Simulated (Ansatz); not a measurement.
# Tunnelling from Li(100) to Li(100): the current at the widest gap

Three vacuum gaps between Li(100) and Li(100) are known. What current density flows at 0.25 V across 6.5 Å?

**Method.** Ansatz 0.2.0, plane waves with PAW datasets, PBE; a slab with two metal leads whose outer parts are reservoirs, with density and current solved under bias (Landauer, 300 K). The gap is counted from plane to plane of nuclei, and atoms stay on ideal sites.

The runs, with one result withheld:

| gap (Å) | drop between the leads' cuts at 0.25 V (V) | current density at 0.25 V (A/m²) |
| --- | --- | --- |
| 3.5 | 0.153 | 1.05×10¹⁴ |
| 4.5 | 0.202 | 5.80×10¹³ |
| 5.5 | 0.232 | 2.36×10¹³ |
| 6.5 | 0.245 | ? |

Worked fit:

Tunnelling falls as exp(−βd). From 3.5 to 4.5 Å, β = ln(1.05×10¹⁴/5.80×10¹³)/1 = 0.597 Å⁻¹, and from 4.5 to 5.5 Å it is 0.900 Å⁻¹; the slope still steepens as the gap leaves contact, so the wider pair is taken. Then 2.36×10¹³ × exp(−0.900 × 1). Predicted: 9.59×10¹² A/m².

**The withheld run.**

6.17×10¹² A/m², so the prediction is 55 % too high. The last step has β = 1.34 Å⁻¹, an apparent barrier ħ²β²/8m of 1.7 eV: the decay of this current is still steepening. The conductances at 0 V give β = 0.903 and 1.34 Å⁻¹ for the last two steps.

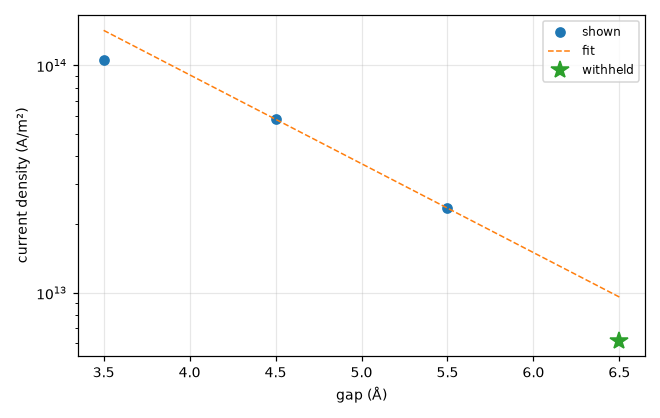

Current density against the gap.

**Limits.** On every other k-point the currents of these runs, at any bias, move by up to 1.3 %. A semilocal functional lacks the image potential's tail.
